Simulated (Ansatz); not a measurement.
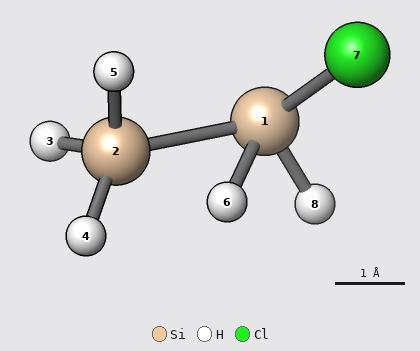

*The structure (ball-and-stick view, seen at a tilt; atoms are numbered from 1 in the order of the input).*

Bond lengths as drawn: Cl–Si 2.13 Å, H–Si 1.50 to 1.70 Å and Si–Si 2.43 Å.

**Run report: Si2H5Cl, frequency calculation**

- system: Si2H5Cl
- method: RKS BLYP/def2-SVP (Ansatz 0.2.0)

It belongs to a series of runs on one base structure; here: vibrations at the highest image of the band. Figures and captions count atoms from 1; the log counts them from 0 in places.

### Input file
```yaml
crystal:
  periodic: [false, false, false]
  atoms:
    - { symbol: Si, position_ang: [-0.469244, 0.114072, 0.232968] }
    - { symbol: Si, position_ang: [1.107423, -0.033524, 2.074254] }
    - { symbol: H, position_ang: [0.326017, -0.692097, 3.176848] }
    - { symbol: H, position_ang: [2.451769, -0.716398, 2.072857] }
    - { symbol: H, position_ang: [1.310333, 1.432059, 2.289116] }
    - { symbol: H, position_ang: [1.16728, -0.339157, 0.311615] }
    - { symbol: Cl, position_ang: [-0.200307, 1.84429, -0.971217] }
    - { symbol: H, position_ang: [-0.486571, -1.062545, -0.715642] }
basis:
  gaussian: { orbitals: def2-SVP }
hamiltonian:
  xc: blyp
phonons: {}
```

Hardware: 1 thread of Arm Neoverse V2, 24 GiB of memory available, shared host.

Launched with:
```bash
ansatz run input.yaml --threads 1 --pin off --max-ram 2048MiB --backend cpu --events-out ev --progress --plain --runs-dir out
```

### Log
```
Engine: ansatz 0.2.0, aarch64-unknown-linux-gnu
Functional definition: BLYP
  parameter beta = 0.0042
  parameter a = 0.04918
  parameter b = 0.132
  parameter c = 0.2533
  parameter d = 0.349
  exchange = b88_x(beta = beta)
  correlation = lyp_c(a = a, b = b, c = c, d = d)
877 factors; their error is unknown
mean field evaluation 1: about -28347.5218 eV, gradient 1.6e1 eV
mean field evaluation 2: about -28347.6537 eV, gradient 1.5e1 eV
mean field evaluation 4: about -28348.6516 eV, gradient 1.1e0 eV
mean field evaluation 8: about -28348.6563 eV, gradient 3.4e-2 eV
mean field evaluation 16: about -28348.5803 eV, gradient 1.5e-5 eV
mean field -28348.58030994 eV, -1041.7911110323 hartree, gradient 1.5e-5 eV, S^2 0.000000; 0 other end points of the search recorded, 0 dependent functions left out
the calculation of the forces begins
reference -28348.58064762 eV, -1041.7911234419 hartree; 25, 25 occupied and 54, 54 virtual orbitals, 877 factors
these checks for a lower state are left out or cut short: stability, starts, cluster_reference, orbital_swaps, neighbouring_geometries, increment
877 factors; their error is unknown
mean field -28348.58031120 eV, -1041.7911110787 hartree, gradient 2.7e-6 eV, S^2 0.000000; 0 other end points of the search recorded, 0 dependent functions left out
[... from here on the field's lines of each further geometry are left out, up to the last ...]
the calculation of the forces begins
reference -28348.58063151 eV, -1041.7911228499 hartree; 25, 25 occupied and 54, 54 virtual orbitals, 877 factors
these checks for a lower state are left out or cut short: stability, starts, cluster_reference, orbital_swaps, neighbouring_geometries, increment
877 factors; their error is unknown
mean field -28348.58027979 eV, -1041.7911099244 hartree, gradient 7.5e-7 eV, S^2 0.000000; 0 other end points of the search recorded, 0 dependent functions left out
the calculation of the forces begins
reference -28348.58061750 eV, -1041.7911223351 hartree; 25, 25 occupied and 54, 54 virtual orbitals, 877 factors
WARN: phonons: modes at or below zero, which the zero-point energy, F, S and C_V leave out: 1, the lowest at -478.00 cm⁻¹. A minimum has none, and a first-order saddle one
Total energy: -28348.58064762 eV, -1041.7911234419 hartree
Atom 0 at    -0.469244     0.114072     0.232968 Å, force     0.006243    -0.007245     0.008387 eV/Å
Atom 1 at     1.107423    -0.033524     2.074254 Å, force    -0.001846     0.000290     0.000454 eV/Å
Atom 2 at     0.326017    -0.692097     3.176848 Å, force    -0.000321    -0.001184    -0.003275 eV/Å
Atom 3 at     2.451769    -0.716398     2.072857 Å, force     0.000315     0.003064     0.001767 eV/Å
Atom 4 at     1.310333     1.432059     2.289116 Å, force     0.000021     0.000389     0.003540 eV/Å
Atom 5 at     1.167280    -0.339157     0.311615 Å, force    -0.003953    -0.002397    -0.007209 eV/Å
Atom 6 at    -0.200307     1.844290    -0.971217 Å, force     0.001656     0.008143    -0.006486 eV/Å
Atom 7 at    -0.486571    -1.062545    -0.715642 Å, force    -0.002115    -0.001060     0.002823 eV/Å
Dipole moment:     0.092208    -0.236833     0.267942 e Å
Vibrations: -478.00 74.62 123.66 393.39 448.03 508.13 565.17 665.60 777.84 840.44 875.04 958.22 1057.11 1483.45 2089.35 2111.80 2131.23 2196.03 cm⁻¹, zero-point energy 1.072409 eV
```

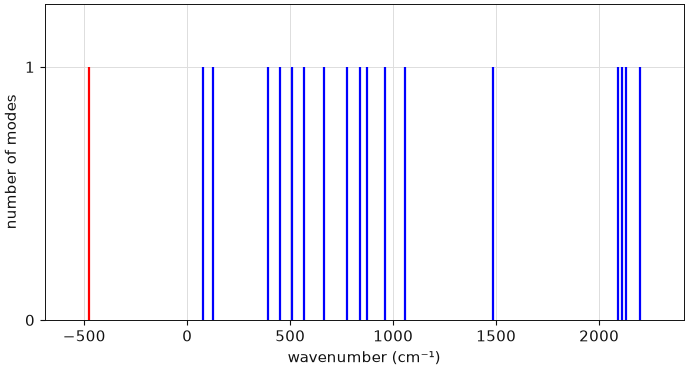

*Harmonic vibrational wavenumbers from the force constants; neighbouring modes closer than 12 cm⁻¹ are counted in one stick, and imaginary ones are drawn at negative wavenumbers.*

18 modes from 478i to 2196 cm⁻¹, 1 imaginary beyond 8i (478i cm⁻¹): a first-order saddle point, if the geometry is stationary.

### Key numbers

- outcome: converged
- total energy: −28348.5806 eV
- mean-field energy: −28348.5806 eV
- largest force (length of the vector): 0.013 eV/Å
- wall time: 53 s
- peak memory: 0.1 GiB
